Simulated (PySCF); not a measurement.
**Run report: C$_{4}$H$_{12}$NSSi, EPR calculation**

System: C$_{4}$H$_{12}$NSSi, multiplicity 2.
Method: UKS B3LYP, pcH-1 on C H N S Si, non-relativistic, mean-field spin-orbit, GIAO (PySCF 2.14.0).

It belongs to a series of runs on one base structure; here: H added to sp2 C.

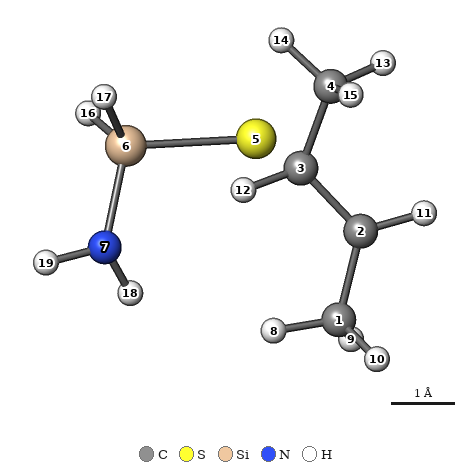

Fig. 1: The structure as given in the input (ball-and-stick view, seen at a tilt; atoms are numbered from 1 in the order of the input). Sticks are drawn by distance; a stretched bond gets none, so the picture shows separate pieces. Bond lengths as drawn: C–C 1.41 to 1.51 Å, C–H 1.08 to 1.09 Å, H–N 1.01 Å, H–Si 1.46 Å, N–Si 1.72 Å and S–Si 2.13 Å.

The input
```
{"job": {"kind": "epr", "basis": "pcH-1"}, "charge": 0, "multiplicity": 2}
C     -1.264100     0.847424    -1.839683
C     -1.639164    -0.047828    -0.722620
C     -0.848830    -0.209230     0.435902
C     -1.503571    -0.827496     1.646670
S      0.629934    -1.534209    -0.068766
Si     2.348966    -0.477675     0.607290
N      2.430294     0.976229    -0.315379
H     -0.426392     1.484254    -1.565734
H     -0.990101     0.265870    -2.724181
H     -2.111232     1.474286    -2.125859
H     -2.453710    -0.735687    -0.892903
H     -0.228742     0.652094     0.673000
H     -1.990627    -1.761382     1.377964
H     -0.766866    -1.031057     2.419536
H     -2.250480    -0.142253     2.046954
H      3.442616    -1.434040     0.476222
H      2.155258    -0.041286     1.986586
H      2.293803     0.915587    -1.312858
H      3.163138     1.635649    -0.109605
```

The first line tells a small driver script what to run in PySCF; the rest is the geometry in Å.

Launch command:
```bash
OMP_NUM_THREADS=1 python <driver script> task.json out
```

Log
```
UKS, coarse grid
  cycle   1  E = -902.03577668  |g| = 4.39e-01
  cycle   2  E = -901.98369623  |g| = 5.59e-01
  cycle   3  E = -902.12272183  |g| = 6.84e-02
  cycle   4  E = -902.12438164  |g| = 3.57e-02
  cycle   5  E = -902.12497970  |g| = 7.42e-03
  cycle   6  E = -902.12501566  |g| = 3.75e-03
  cycle   7  E = -902.12502400  |g| = 1.88e-03
  cycle   8  E = -902.12502687  |g| = 7.05e-04
UKS, final grid
  cycle   1  E = -902.12508380  |g| = 1.00e-03
  cycle   2  E = -902.12508292  |g| = 1.60e-03
  cycle   3  E = -902.12508440  |g| = 1.37e-04
  cycle   4  E = -902.12508441  |g| = 3.30e-05
  cycle   5  E = -902.12508441  |g| = 2.10e-05
E = -902.12508441 Eh   <S^2> = 0.7584 (exact 0.7500)
g shifts (ppm)      1          2          3
  rmc          -172       -172       -172
  gc             -1         -3         21
  oz_so          16       2259       6219
  total        -157       2084       6068
hyperfine (MHz)  atom isotope    a_iso     a_fc   dipolar eigenvalues
    0   13C     -26.27     -26.28     -2.28      0.55      1.72
    1   13C      77.58      77.65    -70.43    -69.32    139.75
    2   13C      -7.52      -7.48    -10.37      2.84      7.53
    3   13C       9.31       9.32     -1.32     -0.95      2.27
    4   33S      55.11      54.83    -24.51    -24.25     48.75
    5  29Si       3.41       3.39     -2.61      1.16      1.45
    6   14N       0.15       0.15     -0.13      0.02      0.10
    7    1H       3.04       3.04     -4.23     -2.98      7.21
    8    1H     101.75     101.75     -4.15     -3.13      7.28
    9    1H      78.45      78.45     -4.79     -3.59      8.38
   10    1H     -50.65     -50.66    -32.71     -0.91     33.62
   11    1H      34.41      34.44     -5.65     -1.85      7.50
   12    1H      -2.54      -2.53     -2.78     -1.87      4.65
   13    1H       2.27       2.28     -1.82     -0.87      2.69
   14    1H      -4.55      -4.55     -3.25     -1.92      5.17
   15    1H      20.00      20.00     -1.56     -0.23      1.79
   16    1H      -1.13      -1.14     -1.29     -0.57      1.86
   17    1H      -0.06      -0.06     -1.34     -0.65      1.99
   18    1H      -0.50      -0.50     -0.74     -0.41      1.16
```

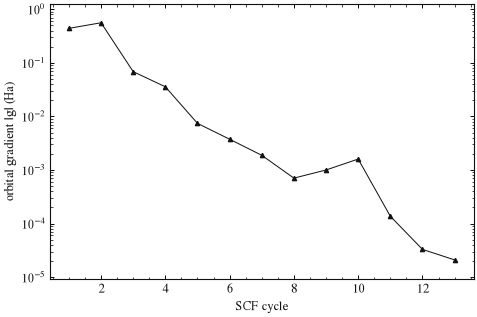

Fig. 2: Convergence of the self-consistent field: orbital gradient |g| against the SCF cycle. All cycles printed in the log are drawn one after another.

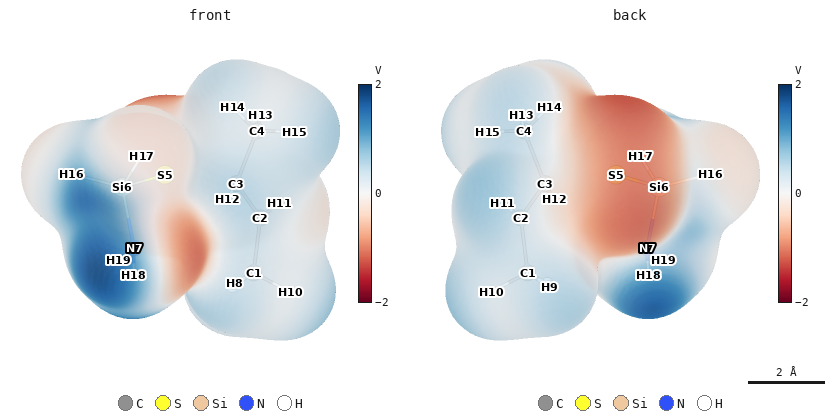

Fig. 3: The molecular electrostatic potential painted on the density surface at 0.002 e/bohr³, seen at a tilt and from behind; the colour scale runs from red (negative) to blue (positive).

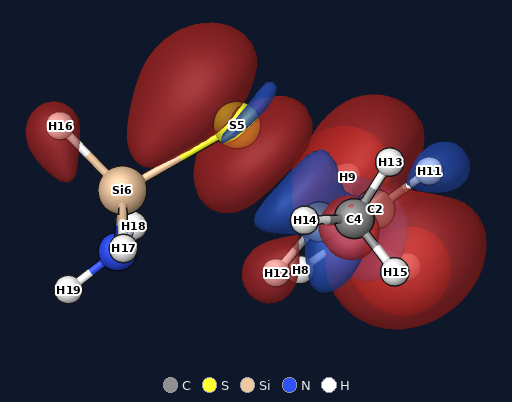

Fig. 4: Isosurfaces of the spin density (α minus β) at +0.005 (red) and −0.005 e/Å³ (blue), seen from the side. The unpaired spin (1 electron) lies mostly on C2 (about 0.6) and S5 (about 0.2), in electrons by Hirshfeld's partition.

Summary

- outcome: converged
- total energy: −902.125084 hartree
- ⟨S²⟩: 0.758
- isotropic g: 2.0050
- hardware: 1 CPU thread, shared host
- wall time: 2.4 min
- peak memory: 1.1 GiB
